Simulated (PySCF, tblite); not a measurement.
**BH₃O₃− (doublet), a cluster model of a defect: EPR parameters**

What EPR parameters should one expect for `OB(O)O`? It is drawn as: threefold B.

Computed with tblite 0.8.0 and PySCF 2.14.0; each step states its level. No surroundings beyond the atoms listed, unless a continuum is named. Atoms count from 0, parts from 1.

## 1. The system as given

7 atoms, charge -1, multiplicity 2; geometry: distance geometry start.

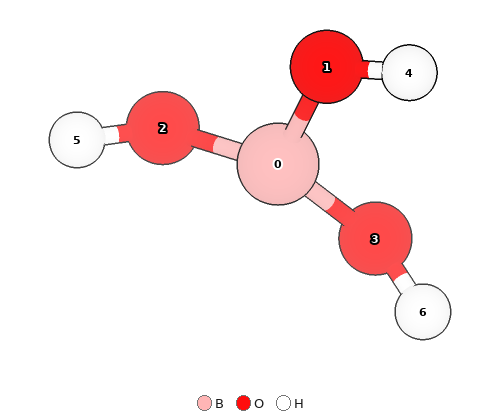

The starting geometry (boron pink, oxygen red, hydrogen white), atoms numbered.

## 2. Geometry optimisation with GFN2-xTB

The job: settings as JSON, then the geometry in Å.

```
{"job": {"kind": "relax", "xc": "GFN2-xTB", "basis": "xTB"}, "charge": -1, "multiplicity": 2}
B     -0.379232     0.620240     0.307032
O     -0.875297    -0.722936    -0.110062
O     -1.107936     1.819709    -0.254613
O      0.019562     0.782300     1.749893
H     -0.611524    -1.543582     0.330458
H     -0.881879     2.213039    -1.106014
H      0.864500     0.518916     2.150714
```

Method: GFN2-xTB geometry optimisation, gas phase.

Run with:

```
$ OMP_NUM_THREADS=1 python cluster_run.py task.json out
```

One launch serves the whole session: the jobs run in the order shown.

Log:

```text
step      E/eV     max force
  0    -410.72549    3.377
  1    -411.00144    2.220
  2    -411.20651    0.901
  3    -411.23647    0.696
  4    -411.31813    1.138
  5    -411.34832    0.581
  6    -411.35946    0.334
  7    -411.36590    0.321
  8    -411.37655    0.529
  9    -411.38669    0.546
 10    -411.40278    0.615
 11    -411.42094    0.534
 12    -411.43540    0.330
 13    -411.44338    0.331
 14    -411.45278    0.442
 15    -411.46647    0.583
 16    -411.47676    0.694
 17    -411.49154    0.440
 18    -411.50396    0.409
 19    -411.52099    0.568
 20    -411.53480    0.490
 21    -411.55367    1.118
 22    -411.60235    0.382
 23    -411.62046    0.883
 24    -411.63342    0.237
 25    -411.64140    0.201
 26    -411.64718    0.910
 27    -411.65956    0.274
 28    -411.66761    0.277
 29    -411.68820    0.867
 30    -411.70327    0.255
 31    -411.70939    0.203
 32    -411.71069    0.159
 33    -411.71180    0.117
 34    -411.71264    0.128
 35    -411.71398    0.160
 36    -411.71593    0.171
 37    -411.71901    0.186
 38    -411.72307    0.218
 39    -411.72777    0.309
 40    -411.73128    0.383
 41    -411.69961    1.626
 42    -411.73802    0.241
 43    -411.74120    0.205
 44    -411.73079    1.402
 45    -411.74883    0.096
 46    -411.75242    0.116
 47    -411.73175    1.450
 48    -411.75585    0.149
 49    -411.75793    0.203
 50    -411.74261    1.375
 51    -411.76204    0.224
 52    -411.76468    0.268
 53    -411.74779    1.499
 54    -411.77103    0.261
 55    -411.77506    0.294
 56    -411.76310    1.442
 57    -411.78433    0.255
 58    -411.78939    0.278
 59    -411.77401    1.412
 60    -411.79854    0.202
 61    -411.80329    0.212
 62    -411.79143    1.211
 63    -411.81112    0.169
 64    -411.81509    0.214
 65    -411.80366    1.088
 66    -411.82173    0.158
 67    -411.82504    0.213
 68    -411.81478    1.050
 69    -411.83091    0.133
 70    -411.83365    0.179
 71    -411.82740    0.923
 72    -411.83836    0.101
 73    -411.84038    0.138
 74    -411.84028    0.653
 75    -411.84450    0.106
 76    -411.84594    0.120
 77    -411.84811    0.459
 78    -411.85068    0.101
 79    -411.85237    0.103
 80    -411.85388    0.470
 81    -411.85717    0.140
 82    -411.85919    0.094
 83    -411.83929    1.075
 84    -411.86122    0.102
 85    -411.86256    0.113
 86    -411.85592    0.766
 87    -411.86488    0.076
 88    -411.86624    0.079
 89    -411.85634    0.879
 90    -411.86787    0.087
 91    -411.86892    0.090
 92    -411.86145    0.903
 93    -411.87100    0.092
 94    -411.87231    0.101
 95    -411.86610    0.959
 96    -411.87538    0.101
 97    -411.87722    0.125
 98    -411.87214    1.009
 99    -411.88189    0.113
100    -411.88448    0.132
101    -411.87898    1.038
102    -411.89056    0.108
103    -411.89379    0.112
104    -411.88371    1.099
105    -411.89972    0.098
106    -411.90296    0.096
107    -411.88544    1.111
108    -411.90781    0.092
109    -411.91053    0.084
110    -411.89489    0.915
111    -411.91407    0.062
112    -411.91577    0.070
113    -411.91672    0.258
114    -411.91801    0.069
115    -411.91836    0.071
116    -411.91888    0.066
117    -411.91900    0.036
118    -411.91913    0.041
119    -411.91923    0.047
120    -411.91932    0.037
121    -411.91938    0.027
122    -411.91943    0.024
123    -411.91948    0.045
124    -411.91956    0.061
125    -411.91965    0.055
126    -411.91974    0.032
127    -411.91984    0.025
128    -411.91995    0.036
129    -411.92006    0.037
130    -411.92015    0.031
131    -411.92026    0.028
132    -411.92041    0.041
133    -411.92057    0.046
134    -411.92069    0.027
135    -411.92075    0.022
136    -411.92077    0.015
137    -411.92079    0.015
138    -411.92080    0.011
139    -411.92080    0.009
140    -411.92081    0.007
```

Run time: 0.66 s. Hardware: 1 thread of Arm Neoverse V2, shared host.

The steps of the relaxation: (the energy doesn't fall at every step)

```csv
step,energy from step 0 (eV),largest force (eV/Å)
0,0.0000,3.3764
5,-0.6228,0.5803
10,-0.6773,0.6154
15,-0.7410,0.5840
20,-0.8093,0.4897
25,-0.9159,0.2009
30,-0.9778,0.2552
35,-0.9885,0.1597
40,-1.0058,0.3824
45,-1.0233,0.0962
50,-1.0171,1.3749
55,-1.0496,0.2940
60,-1.0731,0.2022
65,-1.0782,1.0876
70,-1.1082,0.1794
75,-1.1190,0.1052
80,-1.1284,0.4697
85,-1.1371,0.1125
90,-1.1424,0.0867
95,-1.1406,0.9591
100,-1.1590,0.1316
105,-1.1742,0.0978
110,-1.1694,0.9153
115,-1.1929,0.0712
120,-1.1938,0.0367
125,-1.1942,0.0553
130,-1.1947,0.0315
135,-1.1953,0.0214
140,-1.1953,0.0070
```

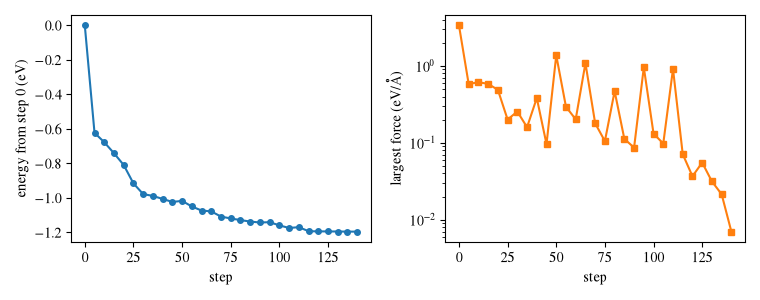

Energy and force, step by step.

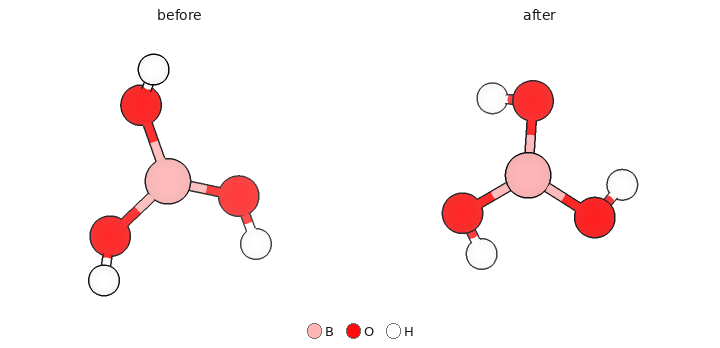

The geometry before (left) and after (right).

Close pairs (by a distance rule), those that changed most:

```csv
bond,before (Å),after (Å),change (Å)
B0–O1,1.491,1.531,+0.039
B0–O3,1.506,1.530,+0.024
B0–O2,1.512,1.531,+0.020
O3–H6,0.972,0.958,-0.013
O1–H4,0.968,0.958,-0.010
O2–H5,0.965,0.958,-0.006
```

## 3. Optimising the geometry at PBE0-D3(BJ)/def2-SVP

The job: settings as JSON, then the geometry in Å.

```
{"job": {"xc": "PBE0", "basis": "def2-SVP", "d3": "d3bj", "grid": 2, "kind": "geom", "shake": 0.01}, "charge": -1, "multiplicity": 2}
B      0.593472     0.224712    -0.276300
O      0.526828    -1.278936    -0.413897
O     -0.685426     0.823983    -0.981979
O      0.539217     0.611244     1.202013
H     -0.262970    -1.455359    -0.931491
H     -1.147263     1.278624    -0.276082
H      0.466761    -0.238272     1.654888
```

Log:

```text
step   0  E = -251.91981126  max force = 0.046822
step   1  E = -251.92804618  max force = 0.011316
step   2  E = -251.92926258  max force = 0.009332
step   3  E = -251.92965376  max force = 0.001957
step   4  E = -251.92968009  max force = 0.000284
step   5  E = -251.92968187  max force = 0.000149
optimisation converged
```

Run time: 20 s. Hardware: 1 thread of Arm Neoverse V2, shared host; peak memory 0.38 GiB.

Step by step:

```csv
step,energy from step 0 (eV),largest force component (eV/Å)
0,0.0000,2.4077
1,-0.2241,0.5819
2,-0.2572,0.4799
3,-0.2678,0.1006
4,-0.2685,0.0146
5,-0.2686,0.0077
```

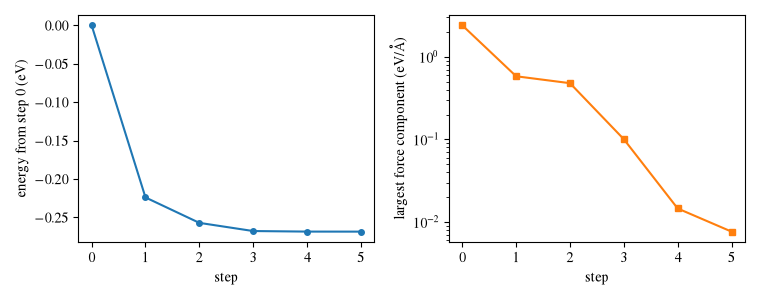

Energy and force, step by step.

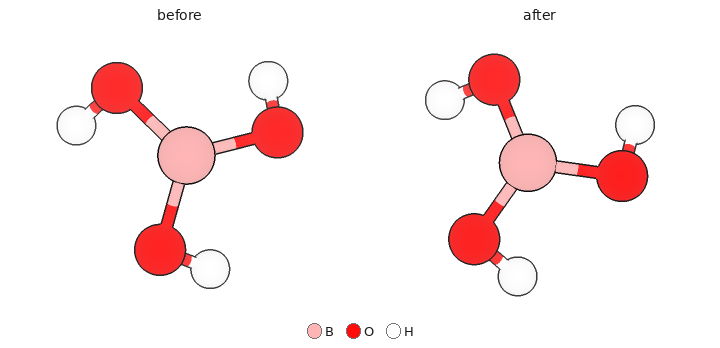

Before and after, at one scale.

Distances of close pairs at the start and the end, largest changes first:

```csv
bond,before (Å),after (Å),change (Å)
B0–O2,1.579,1.460,-0.119
B0–O3,1.529,1.459,-0.070
B0–O1,1.511,1.459,-0.052
O2–H5,0.958,0.970,+0.011
O1–H4,0.961,0.970,+0.009
O3–H6,0.965,0.970,+0.005
```

The end geometry stands in the next job.

```csv
at the end point,value
point group (found at 0.08 Å tolerance),C3
"rotational constants (GHz, main isotopes)","9.482, 9.464, 5.001"
⟨S²⟩,0.753
```

## 4. g tensor and hyperfine couplings: B3LYP/IGLO-III+pcH-1

The job: settings as JSON, then the geometry in Å.

```
{"job": {"kind": "epr"}, "charge": -1, "multiplicity": 2}
B      0.490659     0.249473    -0.258617
O      0.820843    -1.142396     0.028144
O     -0.615608     0.343188    -1.206268
O      0.203645     0.986333     0.967131
H      0.153945    -1.626989    -0.482766
H     -1.269874     0.863868    -0.715072
H      0.247170     0.292664     1.644419
```

Level: UKS B3LYP, IGLO-III on B O, pcH-1 on H, non-relativistic, mean-field spin-orbit, GIAO.

Log:

```text
UKS, coarse grid
  cycle   1  E = -252.24455049  |g| = 8.97e-01
  cycle   2  E = -251.49569018  |g| = 1.65e+00
  cycle   3  E = -252.54237440  |g| = 5.48e-02
  cycle   4  E = -252.54380636  |g| = 2.72e-02
  cycle   5  E = -252.54414279  |g| = 6.56e-03
  cycle   6  E = -252.54416461  |g| = 2.23e-03
  cycle   7  E = -252.54416837  |g| = 4.63e-04
UKS, final grid
  cycle   1  E = -252.54416272  |g| = 4.89e-04
  cycle   2  E = -252.54416258  |g| = 8.60e-04
  cycle   3  E = -252.54416283  |g| = 6.26e-05
  cycle   4  E = -252.54416283  |g| = 2.25e-05
E = -252.54416283 Eh   <S^2> = 0.7525 (exact 0.7500)
g shifts (ppm)      1          2          3
  rmc          -115       -115       -115
  gc             -3         -4         49
  oz_so        -258       -244       -194
  total        -376       -363       -259
hyperfine (MHz)  atom isotope    a_iso     a_fc   dipolar eigenvalues
    0   11B     302.09     302.09    -24.69    -24.66     49.35
    1   17O    -134.69    -134.69    -10.30      3.46      6.84
    2   17O    -135.48    -135.48    -10.60      3.62      6.98
    3   17O    -138.56    -138.56     -9.95      3.22      6.73
    4    1H      19.78      19.78     -5.57     -4.51     10.08
    5    1H      19.42      19.42     -5.64     -4.56     10.20
    6    1H      22.08      22.08     -5.46     -4.47      9.93
```

It took 14 s on 1 thread of Arm Neoverse V2, shared host; peak memory 0.49 GiB.

Principal g values 2.00194, 2.00196, 2.00206; g(iso) = 2.00199, against 2.00232 for a free electron.

Hyperfine couplings; where a row names several nuclei, a(iso) is their mean (it holds for fast rotation or exchange) and the dipolar term the largest among them:

```csv
nuclei,isotope,a(iso) (MHz),"a(iso) (G, at g = 2.0023)",largest dipolar term (MHz)
B0,11B,302.1,107.8,49.4
"O1, O2, O3",17O,-136.2,-48.6,-10.6
"H4, H5, H6",1H,20.4,7.3,10.2
```

Mulliken spin populations:

```csv
atom,value (e)
B0,1.05
O1,-0.10
O2,-0.09
O3,-0.10
H4,0.08
H5,0.08
H6,0.08
```

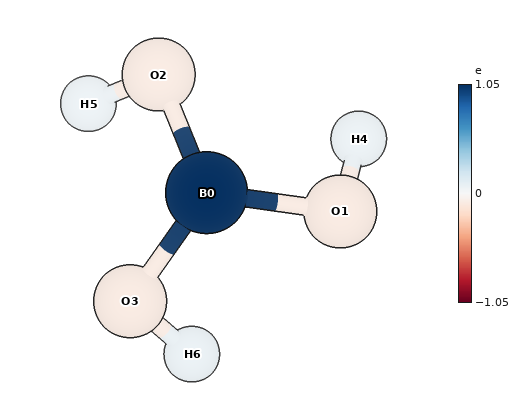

Mulliken spin populations, as colours on the atoms.

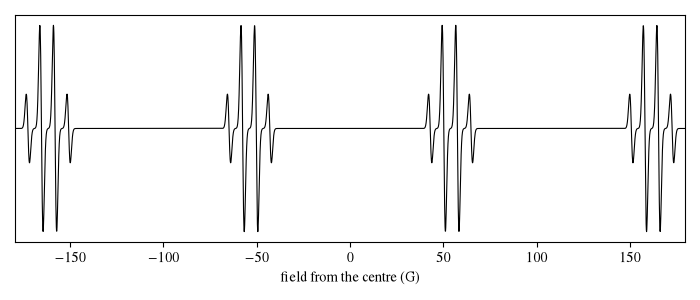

First-order isotropic spectrum (first derivative, main isotopes with spin only, couplings over 0.8 MHz, Gaussian width 0.9 G; couplings of the frozen geometry, rotation of groups not averaged beyond the rows shown).

## 5. EPR parameters: BHandHLYP/IGLO-III+pcH-1

Settings changed since step 4:

```diff
@@ -1,2 +1,2 @@
-{"job": {"kind": "epr"}, "charge": -1, "multiplicity": 2}
+{"job": {"kind": "epr", "xc": "BHandHLYP"}, "charge": -1, "multiplicity": 2}
 B      0.490659     0.249473    -0.258617
```

Method: UKS BHandHLYP, IGLO-III on B O, pcH-1 on H, non-relativistic, mean-field spin-orbit, GIAO.

Log:

```text
UKS, coarse grid
  cycle   1  E = -252.18713180  |g| = 7.50e-01
  cycle   2  E = -252.11590813  |g| = 9.11e-01
  cycle   3  E = -252.40173190  |g| = 2.56e-02
  cycle   4  E = -252.40227971  |g| = 8.31e-03
  cycle   5  E = -252.40236150  |g| = 2.29e-03
  cycle   6  E = -252.40237822  |g| = 1.03e-03
  cycle   7  E = -252.40238205  |g| = 4.35e-04
UKS, final grid
  cycle   1  E = -252.40238146  |g| = 4.17e-04
  cycle   2  E = -252.40238153  |g| = 5.20e-04
  cycle   3  E = -252.40238163  |g| = 6.81e-05
  cycle   4  E = -252.40238166  |g| = 3.09e-05
  cycle   5  E = -252.40238166  |g| = 7.74e-06
E = -252.40238166 Eh   <S^2> = 0.7530 (exact 0.7500)
g shifts (ppm)      1          2          3
  rmc          -119       -119       -119
  gc              0         -1         46
  oz_so        -309       -296       -194
  total        -428       -416       -266
hyperfine (MHz)  atom isotope    a_iso     a_fc   dipolar eigenvalues
    0   11B     322.26     322.26    -26.13    -26.10     52.23
    1   17O    -123.84    -123.84    -11.17      3.88      7.29
    2   17O    -124.65    -124.65    -11.47      4.04      7.43
    3   17O    -127.31    -127.31    -10.80      3.63      7.17
    4    1H      17.44      17.44     -5.56     -4.54     10.10
    5    1H      17.05      17.05     -5.64     -4.58     10.22
    6    1H      19.75      19.75     -5.43     -4.51      9.93
```

It took 16 s on 1 thread of Arm Neoverse V2, shared host; peak memory 0.49 GiB.

In short: g(iso) 2.00195.

## 6. Run by run: EPR parameters

g, ⟨S²⟩ and isotropic hyperfine couplings (MHz), with basis size and wall time:

```csv
run,g(iso),⟨S²⟩,11B B0,17O O1 (mean),1H H4 (mean),functions,time
B3LYP/IGLO-III+pcH-1,2.00199,0.753,302.1,-136.2,20.4,170,14 s
BHandHLYP/IGLO-III+pcH-1,2.00195,0.753,322.3,-125.3,18.1,170,16 s
```

## 7. Outcome

```
                            quantity                 value
                         point group                    C3
rotational constants (main isotopes)  9.48, 9.46, 5.00 GHz
                      g(iso) (B3LYP)               2.00199
                                ⟨S²⟩    0.753 (exact 0.75)
  largest a(iso) (averaged by class)  11B on B0, 302.1 MHz
```

In words: Over 5 steps the energy fell by 0.269 eV; of the close pairs, B0–O2 changed most, 1.579 to 1.460 Å (PBE0/def2-SVP). No frequency check was run at this level, so the end point may be a saddle. B0 carries the largest spin population, 1.05 e. The isotropic g lies 0.3 ppt below the free-electron value. The coupling of 11B on B0 runs from 302.1 (B3LYP/IGLO-III+pcH-1) to 322.3 MHz (BHandHLYP/IGLO-III+pcH-1).
